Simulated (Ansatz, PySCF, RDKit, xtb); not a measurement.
# Which structure has the formula BSiNH4F+?, part 2 of 2

Only the formula BSiNH4F+ is given (charge +1). Aim: find the structure of lowest free energy at 298.15 K, then its properties.

xtb, Ansatz and PySCF; isolated molecules. Earlier steps stand in the parts before.

### 10 The final energy

Each finalist gets a single point at CCSD(T)/def2-TZVP.

c002b, CCSD(T)/def2-TZVP:

input.yaml reads:

```yaml
crystal:
  periodic: [false, false, false]
  atoms:
    - {symbol: B, position_ang: [-2.238929, -0.098221, -0.949230]}
    - {symbol: F, position_ang: [-3.073746, -0.575164, -0.053046]}
    - {symbol: N, position_ang: [-0.821532, -0.048978, -0.539565]}
    - {symbol: Si, position_ang: [-0.205335, -0.535677, 0.928856]}
    - {symbol: H, position_ang: [-2.567719, 0.273636, -2.017492]}
    - {symbol: H, position_ang: [-0.181692, 0.321900, -1.239926]}
    - {symbol: H, position_ang: [1.240360, -0.402843, 1.137159]}
    - {symbol: H, position_ang: [-1.130228, -1.067884, 1.931244]}
basis:
  gaussian:
    orbitals: def2-TZVP
total_charge: 1
correlation:
  method: ccsd_t
  frozen_orbitals: {Si: 5, F: 1, B: 1, "N": 1, H: 0}
```

Started as:

```console
ansatz run input.yaml --threads 2 --pin off --max-ram 4350MiB --events-out events.jsonl --progress --plain --runs-dir runs
```

Log (excerpt; [...] marks lines left out):

```text
Warning: RAYON_NUM_THREADS=2 ignored (pool sized by the plan → 2); use --threads N
Functional definition: HF
  name "HF"
[...]
1023 factors; integrals over basis functions are off by at most 1.1e-3 eV
[...]
mean field -12782.99217879 eV, -469.7662979472 hartree, gradient 2.1e-6 eV, S^2 0.000000; 0 other end points of the search recorded, 0 dependent functions left out
8 core orbitals not correlated: weight in the atoms' cores, before any rotation towards them, 1.000 or more for the frozen orbitals, at most 0.000 for the correlated occupied ones
reference -12782.99217879 eV, -469.7662979472 hartree; 11, 11 occupied and 135, 135 virtual orbitals, 1023 factors
second order -17.27123892 eV of doubles, -0.00000000 eV of singles
cycle   1  -17.57314729 eV  change   -3.0e-1 eV  update   9.4e-2
[...]
cycle  10  -18.10679313 eV  change   -2.6e-5 eV  update   1.6e-5
perturbative correction -0.61700323 eV, -0.0226744506 hartree
Total energy: -12801.71597516 eV, -470.4543847723 hartree
```

Wall time 24 s (2 threads of Arm Neoverse V2, shared host); peak memory 1.1 GiB.

### 11 c002a at CCSD(T)/def2-TZVP

input.yaml reads:

```yaml
crystal:
  periodic: [false, false, false]
  atoms:
    - symbol: B
      position_ang: [-1.531743, 0.229103, -1.643957]
    - symbol: F
      position_ang: [-0.468134, 0.074346, -2.382979]
    - symbol: N
      position_ang: [-2.791328, -0.324208, -2.177669]
    - symbol: Si
      position_ang: [-4.271074, -0.253765, -1.428030]
    - symbol: H
      position_ang: [-1.529520, 0.777137, -0.596652]
    - symbol: H
      position_ang: [-2.709458, -0.781998, -3.086761]
    - symbol: H
      position_ang: [-4.333468, 0.414154, -0.125578]
    - symbol: H
      position_ang: [-5.425594, -0.857064, -2.101511]
basis:
  gaussian:
    orbitals: def2-TZVP
correlation:
  method: ccsd_t
  frozen_orbitals: {Si: 5, F: 1, B: 1, "N": 1, H: 0}
total_charge: 1
```

Started as:

```console
ansatz run input.yaml --threads 2 --pin off --max-ram 4350MiB --events-out events.jsonl --progress --plain --runs-dir runs
```

Log (excerpt; [...] marks lines left out):

```text
Warning: RAYON_NUM_THREADS=2 ignored (pool sized by the plan → 2); use --threads N
[... 2 set-up lines as earlier in the session ...]
[...]
1024 factors; integrals over basis functions are off by at most 1.3e-3 eV
[...]
mean field -12782.96056378 eV, -469.7651361172 hartree, gradient 2.2e-6 eV, S^2 0.000000; 0 other end points of the search recorded, 0 dependent functions left out
8 core orbitals not correlated: weight in the atoms' cores, before any rotation towards them, 1.000 or more for the frozen orbitals, at most 0.000 for the correlated occupied ones
reference -12782.96056378 eV, -469.7651361172 hartree; 11, 11 occupied and 135, 135 virtual orbitals, 1024 factors
second order -17.29071443 eV of doubles, -0.00000000 eV of singles
cycle   1  -17.58498306 eV  change   -2.9e-1 eV  update   9.5e-2
[...]
cycle  12  -18.12152563 eV  change   -4.2e-6 eV  update   3.2e-6
perturbative correction -0.62036777 eV, -0.0227980949 hartree
Total energy: -12801.70245718 eV, -470.4538879958 hartree
```

It took 26 s on 2 threads of Arm Neoverse V2, shared host; peak memory 1.1 GiB.

### 12 Free energies and the winner

Energies in kcal/mol from c002b; G adds the thermal terms to the CCSD(T)/def2-TZVP energy. The columns left of the relaxed level are at the tight-binding geometries.

```tsv
label	SMILES	spin	GFN2-xTB	HF/STO-3G	r2SCAN-D4/def2-SVP	B3LYP-D3(BJ)/6-311G**	HF/def2-TZVP	MP2/def2-TZVP	CCSD(T)/def2-TZVP	G	share at equilibrium	T1
c002b	FB[NH+]=[SiH2]	singlet	0.0	0.0	0.0	0.0	0.0	0.0	0.0	0.0	63.9 %	0.014
c002a	FB[NH+]=[SiH2]	singlet	1.9	-0.5	0.5	0.3	0.7	0.3	0.3	0.4	35.0 %	0.015
c476c	B=[NH+][SiH2]F	singlet	10.8	37.7	11.5	6.7	1.3	3.2	3.7	2.4	1.1 %	0.013
c572a	F/B=[NH+]/[SiH3]	singlet	19.8	3.7	7.6	7.3	8.8	9.4	9.5	8.0	< 0.1 %	0.013
```

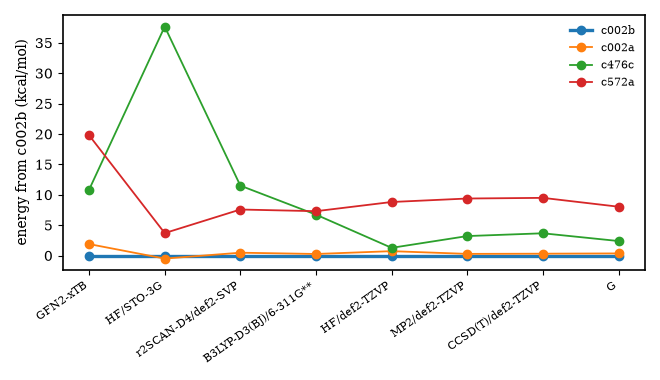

The finalists at each level, measured from c002b.

Lowest found: c002b, `FB[NH+]=[SiH2]`, a singlet of point group Cs. Bond lengths: B1–F2 1.314 Å, B1–N3 1.476 Å, N3–Si4 1.665 Å, B1–H5 1.178 Å, N3–H6 1.019 Å, Si4–H7 1.467 Å, Si4–H8 1.464 Å. Angles: F2–B1–N3 115.6°, B1–N3–Si4 126.2°, F2–B1–H5 123.8°, N3–B1–H5 120.6°, B1–N3–H6 115.1°, Si4–N3–H6 118.7°, N3–Si4–H7 117.6°, N3–Si4–H8 118.4°, H7–Si4–H8 123.9°.

```xyz
8

B    -2.2389   -0.0982   -0.9492
F    -3.0737   -0.5752   -0.0530
N    -0.8215   -0.0490   -0.5396
Si   -0.2053   -0.5357    0.9289
H    -2.5677    0.2736   -2.0175
H    -0.1817    0.3219   -1.2399
H     1.2404   -0.4028    1.1372
H    -1.1302   -1.0679    1.9312
```

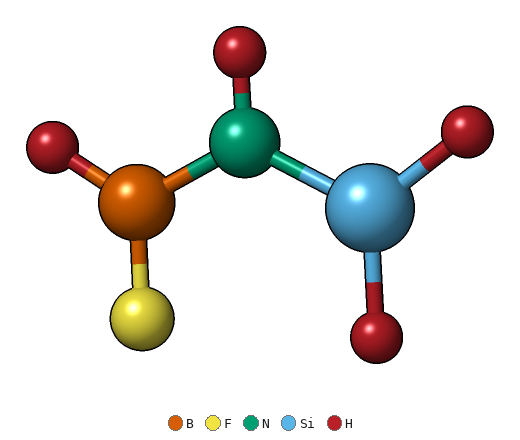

The lowest structure found, seen from a chosen angle (boron orange, fluorine yellow, nitrogen teal, silicon blue, hydrogen red).

### 13 Density, orbitals and dipole (PBE0/def2-TZVPD)

input.yaml reads:

```yaml
crystal:
  periodic: [false, false, false]
  atoms:
    - {symbol: B, position_ang: [-2.238929, -0.098221, -0.949230]}
    - {symbol: F, position_ang: [-3.073746, -0.575164, -0.053046]}
    - {symbol: N, position_ang: [-0.821532, -0.048978, -0.539565]}
    - {symbol: Si, position_ang: [-0.205335, -0.535677, 0.928856]}
    - {symbol: H, position_ang: [-2.567719, 0.273636, -2.017492]}
    - {symbol: H, position_ang: [-0.181692, 0.321900, -1.239926]}
    - {symbol: H, position_ang: [1.240360, -0.402843, 1.137159]}
    - {symbol: H, position_ang: [-1.130228, -1.067884, 1.931244]}
basis:
  gaussian: {orbitals: def2-TZVPD}
total_charge: 1
hamiltonian: {xc: pbe0}
output: {forces: true, orbitals: {seedname: orbitals}}
```

Started as:

```console
ansatz run input.yaml --threads 2 --pin off --max-ram 4350MiB --events-out events.jsonl --progress --plain --runs-dir runs
```

Log (excerpt; [...] marks lines left out):

```text
Warning: RAYON_NUM_THREADS=2 ignored (pool sized by the plan → 2); use --threads N
Functional definition: PBE0
  name "PBE0"
[...]
1041 factors; their error is unknown
[...]
mean field -12814.18000066 eV, -470.9124292612 hartree, gradient 6.1e-5 eV, S^2 0.000000; 0 other end points of the search recorded, 0 dependent functions left out
[...]
reference -12814.18003638 eV, -470.9124305738 hartree; 19, 19 occupied and 174, 174 virtual orbitals, 1041 factors
[...]
Atom 3 at    -0.205335    -0.535677     0.928856 Å, force    -0.173492     0.137263    -0.414006 eV/Å
Atom 4 at    -2.567719     0.273636    -2.017492 Å, force    -0.078938     0.045552    -0.145502 eV/Å
Atom 5 at    -0.181692     0.321900    -1.239926 Å, force    -0.037503    -0.040885     0.089686 eV/Å
Atom 6 at     1.240360    -0.402843     1.137159 Å, force     0.046268     0.003050     0.009649 eV/Å
Atom 7 at    -1.130228    -1.067884     1.931244 Å, force    -0.037820    -0.020278     0.037248 eV/Å
Dipole moment:     1.002887     0.047552     0.257619 e Å
```

Wall time 4.5 s (2 threads of Arm Neoverse V2, shared host).

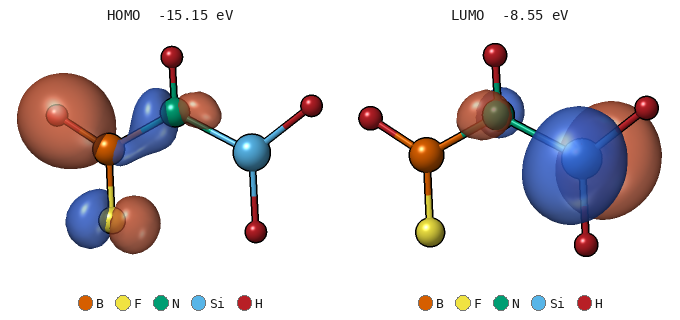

Frontier orbitals of this run, surfaces at ±0.2 Å^-3/2.

### 14 Frequencies after a tight-binding relaxation (GFN2-xTB)

start.xyz reads:

```xyz
8
c002b
B     -2.238929    -0.098221    -0.949230
F     -3.073746    -0.575164    -0.053046
N     -0.821532    -0.048978    -0.539565
Si    -0.205335    -0.535677     0.928856
H     -2.567719     0.273636    -2.017492
H     -0.181692     0.321900    -1.239926
H      1.240360    -0.402843     1.137159
H     -1.130228    -1.067884     1.931244
```

Started as:

```console
xtb start.xyz --gfn 2 --ohess tight --chrg 1
```

Log (excerpt; [...] marks lines left out):

```text
[...]
         ::                     SUMMARY                     ::
         :::::::::::::::::::::::::::::::::::::::::::::::::::::
         :: total energy             -12.317648492367 Eh    ::
         :: gradient norm              0.000275873036 Eh/a0 ::
         :: HOMO-LUMO gap              3.371702566020 eV    ::
         ::.................................................::
         :: SCC energy               -12.419032057947 Eh    ::
         :: -> isotropic ES            0.153815985902 Eh    ::
         :: -> anisotropic ES         -0.009510381444 Eh    ::
         :: -> anisotropic XC         -0.007413911413 Eh    ::
         :: -> dispersion             -0.003147892892 Eh    ::
         :: repulsion energy           0.101383565580 Eh    ::
         :: add. restraining           0.000000000000 Eh    ::
         :: total charge               1.000000000000 e     ::
         :::::::::::::::::::::::::::::::::::::::::::::::::::::
[...]
          | TOTAL ENERGY              -12.317648492371 Eh   |
          | TOTAL ENTHALPY            -12.264413270762 Eh   |
          | TOTAL FREE ENERGY         -12.300023451368 Eh   |
          | GRADIENT NORM               0.000276107055 Eh/α |
[...]
```

It took 0.083 s on 2 threads of Arm Neoverse V2, shared host.

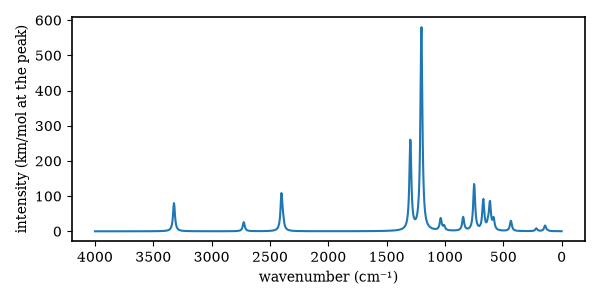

Harmonic infrared spectrum, unscaled, lines broadened by 10 cm⁻¹.

### 15 Electronic excitations (TD-CAM-B3LYP/def2-SVPD)

An in-house driver calls PySCF's response routines at TD-CAM-B3LYP/def2-SVPD; it has no typed input.

Log:

```text
coarse grid: 7344 points
cycle   1  E = -470.7398006947  dE =  5.576e-01  |g| = 5.389e-01  |ddm| = 3.429e+00
cycle   2  E = -470.7477037936  dE = -7.903e-03  |g| = 6.210e-01  |ddm| = 1.266e+00
cycle   3  E = -470.8118037074  dE = -6.410e-02  |g| = 6.066e-02  |ddm| = 5.418e-01
cycle   4  E = -470.8125101832  dE = -7.065e-04  |g| = 1.458e-02  |ddm| = 1.466e-01
cycle   5  E = -470.8125468661  dE = -3.668e-05  |g| = 1.020e-02  |ddm| = 2.738e-02
cycle   6  E = -470.8125685414  dE = -2.168e-05  |g| = 1.349e-03  |ddm| = 8.656e-03
cycle   7  E = -470.8125690976  dE = -5.562e-07  |g| = 3.226e-04  |ddm| = 2.611e-03
final grid: 67224 points
cycle   8  E = -470.8696429085  dE = -2.095e-05  |g| = 2.528e-03  |ddm| = 2.921e-02
cycle   9  E = -470.8696423535  dE =  5.550e-07  |g| = 3.070e-03  |ddm| = 4.706e-03
cycle  10  E = -470.8696443094  dE = -1.956e-06  |g| = 1.920e-04  |ddm| = 2.377e-03
cycle  11  E = -470.8696443155  dE = -6.064e-09  |g| = 1.525e-04  |ddm| = 3.864e-04
cycle  12  E = -470.8696443195  dE = -3.986e-09  |g| = 2.724e-05  |ddm| = 1.284e-04
cycle  13  E = -470.8696443196  dE = -1.605e-10  |g| = 6.106e-06  |ddm| = 3.533e-05
converged SCF energy = -470.8696443196

Static polarisability (au): isotropic 40.214, principal 29.683 39.747 51.212

Singlet excitations
state   eV       nm        f      main configurations
  1   6.0021    206.6   0.00480   H->L 0.94
  2   6.3509    195.2   0.16206   H-1->L 0.97
  3   6.6172    187.4   0.00017   H-2->L 0.98
  4   8.2399    150.5   0.00155   H-3->L 0.63, H-5->L 0.23, H->L+3 0.08
  5   8.6623    143.1   0.01524   H->L+3 0.84, H-3->L 0.10
  6   8.8536    140.0   0.05210   H-1->L+1 0.81, H-3->L 0.09
  7   9.2188    134.5   0.03626   H-5->L 0.66, H-3->L 0.13
  8   9.2566    133.9   0.01135   H-4->L 0.96

Triplet excitations (Tamm-Dancoff, eV): 4.8493 5.7332 5.9883
```

Wall time 6 s (2 threads of Arm Neoverse V2, shared host).

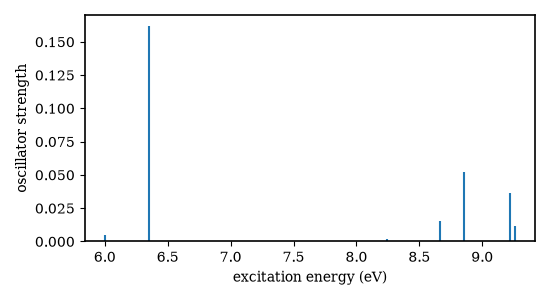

Vertical excitations as sticks.

The roots found:

```tsv
excited state	energy (eV)	strength
1	6.002	0.0048
2	6.351	0.1621
3	6.617	0.0002
4	8.240	0.0015
5	8.662	0.0152
6	8.854	0.0521
7	9.219	0.0363
8	9.257	0.0114
```

### 16 NMR shieldings (GIAO PBE0/pcSseg-1)

An in-house driver calls PySCF's response routines at GIAO PBE0/pcSseg-1; it has no typed input.

Log:

```text
coarse grid: 7344 points
cycle   1  E = -470.7115177557  dE =  5.509e-01  |g| = 5.335e-01  |ddm| = 2.431e+00
cycle   2  E = -470.6637825959  dE =  4.774e-02  |g| = 7.895e-01  |ddm| = 9.038e-01
cycle   3  E = -470.7728411852  dE = -1.091e-01  |g| = 6.011e-02  |ddm| = 5.055e-01
cycle   4  E = -470.7735312742  dE = -6.901e-04  |g| = 2.629e-02  |ddm| = 7.143e-02
cycle   5  E = -470.7736365476  dE = -1.053e-04  |g| = 1.259e-02  |ddm| = 1.906e-02
cycle   6  E = -470.7736658413  dE = -2.929e-05  |g| = 2.173e-03  |ddm| = 8.369e-03
cycle   7  E = -470.7736668060  dE = -9.648e-07  |g| = 3.081e-04  |ddm| = 1.711e-03
final grid: 67224 points
cycle   8  E = -470.7967240752  dE = -2.808e-05  |g| = 5.419e-03  |ddm| = 1.232e-02
cycle   9  E = -470.7967143251  dE =  9.750e-06  |g| = 8.601e-03  |ddm| = 7.913e-03
cycle  10  E = -470.7967302834  dE = -1.596e-05  |g| = 6.078e-04  |ddm| = 5.005e-03
cycle  11  E = -470.7967303370  dE = -5.364e-08  |g| = 2.688e-04  |ddm| = 4.912e-04
cycle  12  E = -470.7967303470  dE = -9.964e-09  |g| = 5.045e-05  |ddm| = 1.446e-04
cycle  13  E = -470.7967303475  dE = -4.515e-10  |g| = 1.044e-05  |ddm| = 3.597e-05
converged SCF energy = -470.7967303475

GIAO shielding tensors (ppm)
atom      isotropic    diamagn.    paramagn.     s11        s22        s33       span
  0 B       68.414     190.742    -122.327     44.285     69.654     91.305     47.020
  1 F      231.644     466.855    -235.211     29.575    216.496    448.863    419.289
  2 N       93.324     325.355    -232.032    -76.882    134.881    221.972    298.854
  3 Si     183.326     879.864    -696.537     83.001    132.916    334.062    251.061
  4 H       26.219      26.152       0.067     23.627     25.577     29.453      5.826
  5 H       23.828      31.800      -7.972     20.933     22.631     27.919      6.986
  6 H       24.602      27.308      -2.706     21.889     22.436     29.481      7.592
  7 H       24.150      26.805      -2.656     20.926     23.158     28.366      7.440
```

It took 3.3 s on 2 threads of Arm Neoverse V2, shared host.

Isotropic shieldings, averaged over atoms that the bond graph makes equivalent (absolute, not shifts):

```tsv
atoms	shielding (ppm)
B1	68.4
F2	231.6
N3	93.3
Si4	183.3
H5	26.22
H6	23.83
H7, H8	24.38
```

### 17 One electron fewer at the same geometry (PBE0/def2-TZVPD)

input.yaml reads:

```yaml
basis:
  gaussian: {orbitals: def2-TZVPD}
crystal:
  periodic: [false, false, false]
  atoms:
    - {symbol: B, position_ang: [-2.238929, -0.098221, -0.949230]}
    - {symbol: F, position_ang: [-3.073746, -0.575164, -0.053046]}
    - {symbol: "N", position_ang: [-0.821532, -0.048978, -0.539565]}
    - {symbol: Si, position_ang: [-0.205335, -0.535677, 0.928856]}
    - {symbol: H, position_ang: [-2.567719, 0.273636, -2.017492]}
    - {symbol: H, position_ang: [-0.181692, 0.321900, -1.239926]}
    - {symbol: H, position_ang: [1.240360, -0.402843, 1.137159]}
    - {symbol: H, position_ang: [-1.130228, -1.067884, 1.931244]}
total_charge: 2
magnetization: {spin_polarized: true, initial_magnetization: 1}
hamiltonian: {xc: {name: PBE0}}
```

Started as:

```console
ansatz run input.yaml --threads 2 --pin off --max-ram 4350MiB --events-out events.jsonl --progress --plain --runs-dir runs
```

Log (excerpt; [...] marks lines left out):

```text
Warning: RAYON_NUM_THREADS=2 ignored (pool sized by the plan → 2); use --threads N
[... 2 set-up lines as earlier in the session ...]
[...]
1041 factors; their error is unknown
[...]
mean field -12796.51386296 eV, -470.2632106750 hartree, gradient 9.8e-6 eV, S^2 0.760343; 5 other end points of the search recorded, 0 dependent functions left out
reference -12796.51389514 eV, -470.2632118578 hartree; 19, 18 occupied and 174, 175 virtual orbitals, 1041 factors
Total energy: -12796.51389514 eV, -470.2632118578 hartree
```

Wall time 18 s (2 threads of Arm Neoverse V2, shared host); peak memory 0.53 GiB.

Difference from the parent: 17.67 eV.

### 18 One electron more at the same geometry (PBE0/def2-TZVPD)

input.yaml reads:

```yaml
crystal:
  periodic: [false, false, false]
  atoms:
    - {symbol: B, position_ang: [-2.238929, -0.098221, -0.949230]}
    - {symbol: F, position_ang: [-3.073746, -0.575164, -0.053046]}
    - {symbol: N, position_ang: [-0.821532, -0.048978, -0.539565]}
    - {symbol: Si, position_ang: [-0.205335, -0.535677, 0.928856]}
    - {symbol: H, position_ang: [-2.567719, 0.273636, -2.017492]}
    - {symbol: H, position_ang: [-0.181692, 0.321900, -1.239926]}
    - {symbol: H, position_ang: [1.240360, -0.402843, 1.137159]}
    - {symbol: H, position_ang: [-1.130228, -1.067884, 1.931244]}
basis:
  gaussian:
    orbitals: def2-TZVPD
magnetization:
  spin_polarized: true
  initial_magnetization: 1
hamiltonian:
  xc: pbe0
scf:
  lower_state_search: off
```

Started as:

```console
ansatz run input.yaml --threads 2 --pin off --max-ram 4350MiB --events-out events.jsonl --progress --plain --runs-dir runs
```

Log (excerpt; [...] marks lines left out):

```text
Warning: RAYON_NUM_THREADS=2 ignored (pool sized by the plan → 2); use --threads N
[... 2 set-up lines as earlier in the session ...]
[...]
1041 factors; their error is unknown
[...]
mean field -12820.77879313 eV, -471.1549304114 hartree, gradient 9.4e-6 eV, S^2 0.756874; 0 other end points of the search recorded, 0 dependent functions left out
reference -12820.77883373 eV, -471.1549319036 hartree; 20, 19 occupied and 173, 174 virtual orbitals, 1041 factors
Total energy: -12820.77883373 eV, -471.1549319036 hartree
Checks for a lower state left out: stability, starts, cluster_reference, orbital_swaps, neighbouring_geometries, increment
```

Run time: 4.5 s. Hardware: 2 threads of Arm Neoverse V2, shared host.

Parent less the species with the added electron: 6.60 eV.

### 19 The triplet at the same geometry (PBE0/def2-TZVPD)

input.yaml reads:

```yaml
crystal:
  periodic: [false, false, false]
  atoms:
    - {symbol: B, position_ang: [-2.238929, -0.098221, -0.949230]}
    - {symbol: F, position_ang: [-3.073746, -0.575164, -0.053046]}
    - {symbol: "N", position_ang: [-0.821532, -0.048978, -0.539565]}
    - {symbol: Si, position_ang: [-0.205335, -0.535677, 0.928856]}
    - {symbol: H, position_ang: [-2.567719, 0.273636, -2.017492]}
    - {symbol: H, position_ang: [-0.181692, 0.321900, -1.239926]}
    - {symbol: H, position_ang: [1.240360, -0.402843, 1.137159]}
    - {symbol: H, position_ang: [-1.130228, -1.067884, 1.931244]}
basis:
  gaussian: {orbitals: def2-TZVPD}
total_charge: 1
hamiltonian: {xc: {name: PBE0}}
magnetization: {spin_polarized: true, initial_magnetization: 2}
```

Started as:

```console
ansatz run input.yaml --threads 2 --pin off --max-ram 4350MiB --events-out events.jsonl --progress --plain --runs-dir runs
```

Log (excerpt; [...] marks lines left out):

```text
Warning: RAYON_NUM_THREADS=2 ignored (pool sized by the plan → 2); use --threads N
[... 2 set-up lines as earlier in the session ...]
[...]
1041 factors; their error is unknown
[...]
mean field -12809.34289418 eV, -470.7346688765 hartree, gradient 1.3e-5 eV, S^2 2.012309; 4 other end points of the search recorded, 0 dependent functions left out
reference -12809.34293047 eV, -470.7346702101 hartree; 20, 18 occupied and 173, 175 virtual orbitals, 1041 factors
Total energy: -12809.34293047 eV, -470.7346702101 hartree
```

It took 11 s on 2 threads of Arm Neoverse V2, shared host.

It lies 4.84 eV above the singlet.

### 20 Stability of the closed-shell solution (PBE0/def2-SVP)

input.py reads:

```python
from pyscf import gto, dft

mol = gto.Mole()
mol.atom = '''
B       -2.238929      -0.098221      -0.949230
F       -3.073746      -0.575164      -0.053046
N       -0.821532      -0.048978      -0.539565
Si      -0.205335      -0.535677       0.928856
H       -2.567719       0.273636      -2.017492
H       -0.181692       0.321900      -1.239926
H        1.240360      -0.402843       1.137159
H       -1.130228      -1.067884       1.931244
'''
mol.charge = 1
mol.verbose = 3
mol.max_memory = 3100
mol.basis = 'def2-svp'
mol.build()

mf = dft.RKS(mol, xc='pbe0')
mf = mf.density_fit(auxbasis='def2-universal-jkfit')
mf.grids.level = 3
mf.max_cycle = 100
mf.kernel()
if not mf.converged:
    mf = mf.newton().run(mf.mo_coeff, mf.mo_occ)

etot = mf.e_tot
print(f'total energy: {etot:.8f} hartree')
mo_i, mo_e, stable_i, stable_e = mf.stability(internal=True, external=True, return_status=True)
print('stable: internal', stable_i, 'external', stable_e)
```

Started as:

```console
OMP_NUM_THREADS=2 python input.py
```

Log:

```text
converged SCF energy = -470.595821872607
total energy: -470.59582187 hartree
<class 'pyscf.df.df_jk.DFRKS'> wavefunction is stable in the internal stability analysis
<class 'pyscf.df.df_jk.DFRKS'> wavefunction is stable in the real -> complex stability analysis
<class 'pyscf.df.df_jk.DFRKS'> wavefunction is stable in the RHF/RKS -> UHF/UKS stability analysis
stable: internal True external True
```

Wall time 35 s (2 threads of Arm Neoverse V2, shared host).

### 21 Results

The summary covers parts 1 to 2.

| quantity | value |
| --- | --- |
| lowest structure found | FB[NH+]=[SiH2], singlet, Cs |
| next finalist | FB[NH+]=[SiH2], singlet, 0.4 kcal/mol higher in G |
| share at equilibrium, among the finalists | 63.9 % |
| funnel | 70 starts, 51 minima at GFN2-xTB, 19 screening runs, 1 rescued, 6 relaxed, 4 ranked |
| CPU time of all runs | 27 min |
| harmonic wavenumbers, lowest and highest (B3LYP-D3(BJ)/6-311G**) | 168 and 3525 cm⁻¹ |
| rotational constants, same geometry | 0.5005, 0.1248, 0.0999 cm⁻¹ |
| HOMO energy (PBE0/def2-TZVPD) | -15.15 eV |
| LUMO energy (PBE0/def2-TZVPD) | -8.55 eV |
| HOMO–LUMO gap (PBE0/def2-TZVPD) | 6.59 eV |
| lowest excitation (TD-CAM-B3LYP/def2-SVPD) | 6.00 eV (f = 0.005) |
| strongest of the states computed, same level | 6.35 eV (f = 0.162) |
| lowest triplet excitation, same level, Tamm-Dancoff | 4.85 eV |
| vertical ionisation energy | 17.67 eV |
| vertical recombination energy (electron added) | 6.60 eV |
| vertical triplet less singlet | +4.84 eV |

What this shows: The lowest structure found is `FB[NH+]=[SiH2]`. The next finalist is drawn with the same bonds. At 0.4 kcal/mol the two aren't resolved. GFN2-xTB, HF/STO-3G, r2SCAN-D4/def2-SVP, B3LYP-D3(BJ)/6-311G**, HF/def2-TZVP and MP2/def2-TZVP already put its bonding pattern lowest among the structures in one piece. The largest share of the time went into recheck (26 %). 4 minima inside the window were never screened. The search is not exhaustive (a finite list of starts, one conformer a finalist), so a lower isomer can't be ruled out. Patterns outside the rules of the enumeration were met only by chance.
